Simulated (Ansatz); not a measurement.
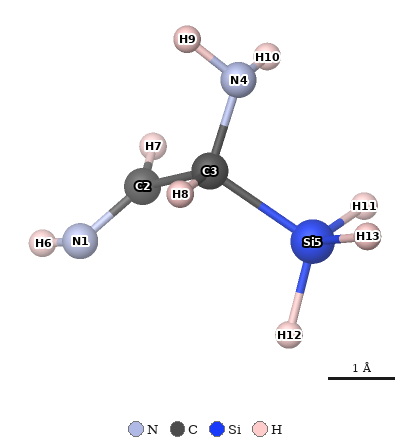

*The structure as given in the input (ball-and-stick view, seen at a tilt; atoms are numbered from 1 in the order of the input).*

Bond lengths as drawn: C–C 1.50 Å, C–H 1.10 to 1.11 Å, C–N 1.27 to 1.46 Å, C–Si 1.91 Å, H–N 1.02 Å and H–Si 1.49 Å.

# Nudged elastic band, with input and output: C$_{2}$H$_{8}$N$_{2}$Si (part 1 of 2)

The run: nudged elastic band of C$_{2}$H$_{8}$N$_{2}$Si. Method and program: RKS CAM-B3LYP/def2-SVP (Ansatz 0.2.0).

The run did not end well. One setting was made poor on purpose. It belongs to a series of runs on one base structure; here: band between the two ends.

### The input
```yaml
crystal:
  periodic: [false, false, false]
  atoms:
    - { symbol: "N", position_ang: [-2.166113, 0.769101, 0.315126] }
    - { symbol: C, position_ang: [-1.015397, 0.773369, -0.211921] }
    - { symbol: C, position_ang: [0.185684, 0.165967, 0.458049] }
    - { symbol: "N", position_ang: [1.434997, 0.892931, 0.270738] }
    - { symbol: Si, position_ang: [0.486478, -1.639623, -0.073856] }
    - { symbol: H, position_ang: [-2.853388, 1.20807, -0.304091] }
    - { symbol: H, position_ang: [-0.805904, 1.21308, -1.210476] }
    - { symbol: H, position_ang: [-0.046408, 0.107821, 1.534862] }
    - { symbol: H, position_ang: [1.375645, 1.844185, 0.629904] }
    - { symbol: H, position_ang: [1.692597, 0.954094, -0.71296] }
    - { symbol: H, position_ang: [1.002321, -1.64076, -1.47484] }
    - { symbol: H, position_ang: [-0.7738, -2.428455, -0.023339] }
    - { symbol: H, position_ang: [1.503789, -2.254581, 0.817504] }
basis:
  gaussian: { orbitals: def2-SVP }
hamiltonian:
  xc: cam_b3lyp
neb:
  order_check: false
  images: 5
  f_tol: 0.05
  max_iterations: 3
  final_atoms:
    - { symbol: "N", position_ang: [-1.9595571, 0.17539867, -0.65180392] }
    - { symbol: C, position_ang: [-1.08483691, 0.90240381, -0.0977349] }
    - { symbol: C, position_ang: [0.16394277, 0.30435893, 0.48553397] }
    - { symbol: "N", position_ang: [1.31124902, 1.15282787, 0.15679017] }
    - { symbol: Si, position_ang: [0.35190372, -1.53554671, -0.00182319] }
    - { symbol: H, position_ang: [-2.75742463, 0.7261813, -0.97976317] }
    - { symbol: H, position_ang: [-1.15478678, 2.00366373, -0.00961543] }
    - { symbol: H, position_ang: [0.03567433, 0.3477249, 1.58357713] }
    - { symbol: H, position_ang: [2.12239222, 0.91345226, 0.72202796] }
    - { symbol: H, position_ang: [1.5850818, 1.03807093, -0.81823465] }
    - { symbol: H, position_ang: [0.47662688, -1.64994284, -1.48010787] }
    - { symbol: H, position_ang: [-0.71836282, -2.42852326, 0.51241195] }
    - { symbol: H, position_ang: [1.6485985, -1.98487061, 0.59344195] }
  initial_path:
    images:
      - { positions_ang: [[-2.166113, 0.769101, 0.315126], [-1.015397, 0.773369, -0.211921], [0.185684, 0.165967, 0.458049], [1.434997, 0.892931, 0.270738], [0.486478, -1.639623, -0.073856], [-2.853388, 1.20807, -0.304091], [-0.805904, 1.21308, -1.210476], [-0.046408, 0.107821, 1.534862], [1.375645, 1.844185, 0.629904], [1.692597, 0.954094, -0.71296], [1.002321, -1.64076, -1.47484], [-0.7738, -2.428455, -0.023339], [1.503789, -2.254581, 0.817504]] }
      - { positions_ang: [[-2.06609419, 0.98702483, 0.31017758], [-1.05399335, 0.719465, -0.23571538], [0.14620942, 0.13781378, 0.44560485], [1.37721414, 0.95629721, 0.25898559], [0.52676906, -1.64067673, -0.09269665], [-2.79209797, 1.38953062, -0.3221351], [-0.96134447, 0.91572594, -1.25024968], [-0.06014724, 0.09453444, 1.52210084], [1.3457394, 1.78169351, 0.80020506], [1.68556899, 0.94639527, -0.68948613], [0.98089284, -1.63257999, -1.49688004], [-0.68479714, -2.47713112, 0.00817475], [1.57658151, -2.21289376, 0.75661432]] }
      - { positions_ang: [[-1.96607537, 1.20494867, 0.30522915], [-1.0925897, 0.665561, -0.25950976], [0.10673485, 0.10966056, 0.43316071], [1.31943127, 1.01966343, 0.24723318], [0.56706012, -1.64173046, -0.11153731], [-2.73080795, 1.57099123, -0.3401792], [-1.11678493, 0.61837188, -1.29002336], [-0.07388649, 0.08124789, 1.50933968], [1.3158338, 1.71920202, 0.97050612], [1.67854098, 0.93869654, -0.66601227], [0.95946468, -1.62439999, -1.51892008], [-0.59579428, -2.52580723, 0.0396885], [1.64937402, -2.17120653, 0.69572463]] }
      - { positions_ang: [[-1.86605656, 1.4228725, 0.30028073], [-1.13118605, 0.61165701, -0.28330413], [0.06726027, 0.08150734, 0.42071656], [1.26164841, 1.08302964, 0.23548078], [0.60735118, -1.64278419, -0.13037796], [-2.66951792, 1.75245185, -0.35822329], [-1.2722254, 0.32101781, -1.32979704], [-0.08762573, 0.06796133, 1.49657852], [1.28592819, 1.65671052, 1.14080717], [1.67151297, 0.93099782, -0.6425384], [0.93803652, -1.61621998, -1.54096012], [-0.50679141, -2.57448335, 0.07120224], [1.72216653, -2.12951929, 0.63483495]] }
      - { positions_ang: [[-1.89722341, 1.00704789, -0.01708082], [-1.11573634, 0.70857261, -0.22144772], [0.09948777, 0.1557912, 0.44232237], [1.27818195, 1.10629572, 0.20925057], [0.52220202, -1.60703837, -0.08752637], [-2.69882016, 1.41036167, -0.56540325], [-1.23307919, 0.88189979, -0.8897365], [-0.04652571, 0.16121586, 1.52557805], [1.56474953, 1.40895777, 1.0012141], [1.64270258, 0.96668886, -0.70110382], [0.78423331, -1.62746093, -1.52067604], [-0.57731521, -2.52582999, 0.21827215], [1.69764386, -2.08130307, 0.62103728]] }
      - { positions_ang: [[-1.92839026, 0.59122328, -0.33444237], [-1.10028662, 0.80548821, -0.15959131], [0.13171527, 0.23007507, 0.46392817], [1.29471549, 1.12956179, 0.18302037], [0.43705287, -1.57129254, -0.04467478], [-2.72812239, 1.06827148, -0.77258321], [-1.19393298, 1.44278176, -0.44967597], [-0.00542569, 0.25447038, 1.55457759], [1.84357087, 1.16120501, 0.86162103], [1.61389219, 1.00237989, -0.75966923], [0.63043009, -1.63870189, -1.50039195], [-0.64783902, -2.47717662, 0.36534205], [1.67312118, -2.03308684, 0.60723961]] }
      - { positions_ang: [[-1.9595571, 0.17539867, -0.65180392], [-1.08483691, 0.90240381, -0.0977349], [0.16394277, 0.30435893, 0.48553397], [1.31124902, 1.15282787, 0.15679017], [0.35190372, -1.53554671, -0.00182319], [-2.75742463, 0.7261813, -0.97976317], [-1.15478678, 2.00366373, -0.00961543], [0.03567433, 0.3477249, 1.58357713], [2.12239222, 0.91345226, 0.72202796], [1.5850818, 1.03807093, -0.81823465], [0.47662688, -1.64994284, -1.48010787], [-0.71836282, -2.42852326, 0.51241195], [1.6485985, -1.98487061, 0.59344195]] }
```

Machine: 2 threads of Arm Neoverse V2, 24 GiB of memory available, shared host.

Command:
```bash
ansatz run input.yaml --threads 2 --pin off --max-ram 3072MiB --backend cpu --events-out ev --progress --plain --runs-dir out
```

### Log
```
Engine: ansatz 0.2.0, aarch64-unknown-linux-gnu
Functional definition: CAM-B3LYP
  parameter alpha = 0.19
  parameter beta = 0.46
  parameter omega = 0.33/bohr
  parameter ac = 0.81
  exchange = (1 - alpha - beta)*b88_x + beta*b88_x_sr(omega) + alpha*exact_x + beta*exact_x_lr(omega)
  correlation = (1 - ac)*vwn5_c + ac*lyp_c
1269 factors; integrals over basis functions are off by at most 4.1e-4 eV
425 factors; integrals over basis functions are off by at most 5.5e-7 eV
mean field evaluation 1: about -13046.0869 eV, gradient 5.2e1 eV
mean field evaluation 2: about -13045.3312 eV, gradient 5.7e1 eV
mean field evaluation 4: about -13052.0195 eV, gradient 3.1e0 eV
mean field evaluation 8: about -13052.0671 eV, gradient 2.2e-1 eV
mean field evaluation 16: about -13052.0672 eV, gradient 2.3e-5 eV
mean field -13052.06723421 eV, -479.6546238482 hartree, gradient 2.3e-5 eV, S^2 0.000000; 0 other end points of the search recorded, 0 dependent functions left out
the calculation of the forces begins
reference -13052.06736992 eV, -479.6546288357 hartree; 24, 24 occupied and 90, 90 virtual orbitals, 1269 factors
1269 factors; integrals over basis functions are off by at most 6.8e-4 eV
425 factors; integrals over basis functions are off by at most 5.4e-7 eV
mean field evaluation 32: about -13052.1301 eV, gradient 6.2e-5 eV
mean field -13052.13014949 eV, -479.6569359424 hartree, gradient 6.2e-5 eV, S^2 0.000000; 0 other end points of the search recorded, 0 dependent functions left out
[... from here on the field's lines of each further geometry are left out, up to the last ...]
NEB iter   1: max|band force component| = 1.118e2 eV/Å  barrier→ = 26.1903 eV  barrier← = 26.2532 eV  Δτ_max = 0.2000 Å  (192 SCF iters)
NEB iter   2: max|band force component| = 4.002e1 eV/Å  barrier→ = 11.1100 eV  barrier← = 11.1729 eV  Δτ_max = 0.2000 Å  (168 SCF iters)
the calculation of the forces begins
reference -13047.36893195 eV, -479.4819644250 hartree; 24, 24 occupied and 90, 90 virtual orbitals, 1269 factors
these checks for a lower state are left out or cut short: starts, cluster_reference, orbital_swaps, neighbouring_geometries, increment
1269 factors; integrals over basis functions are off by at most 6.7e-4 eV
425 factors; integrals over basis functions are off by at most 5.3e-7 eV
mean field evaluation 192: about -13048.7941 eV, gradient 2.8e-3 eV
mean field -13048.79405717 eV, -479.5343368108 hartree, gradient 2.4e-5 eV, S^2 0.000000; 0 other end points of the search recorded, 0 dependent functions left out
the calculation of the forces begins
reference -13048.79418972 eV, -479.5343416820 hartree; 24, 24 occupied and 90, 90 virtual orbitals, 1269 factors
NEB iter   3: max|band force component| = 2.399e1 eV/Å  barrier→ = 4.6984 eV  barrier← = 4.7614 eV  Δτ_max = 0.1954 Å  (168 SCF iters)
```

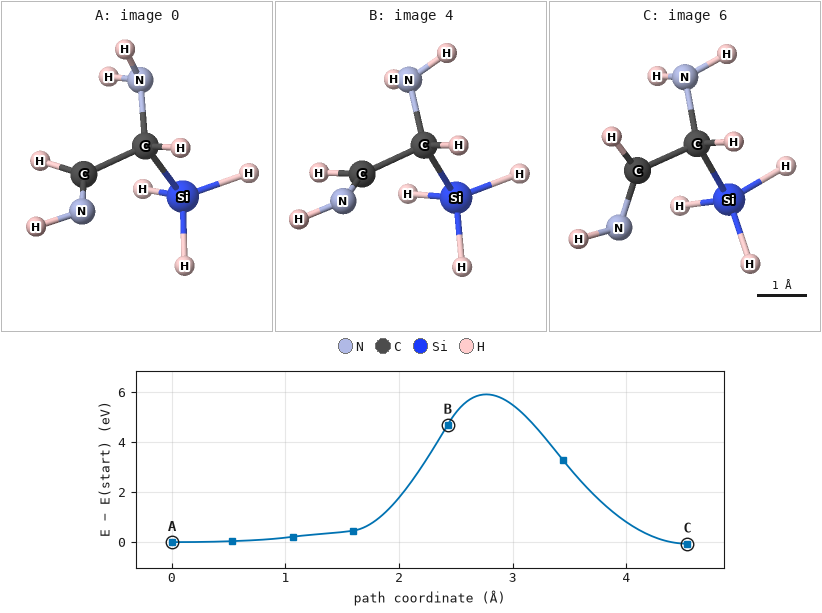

*Images of the last band (counted from 0; ball-and-stick, seen at a tilt) above the energy along the path; the line is a cubic interpolation that uses the forces.*

The highest image is number 4, 4.698 eV above the start and 4.761 eV above the end; the end lies 0.063 eV below the start. The path is 4.54 Å long. The band had not converged after 3 iterations.
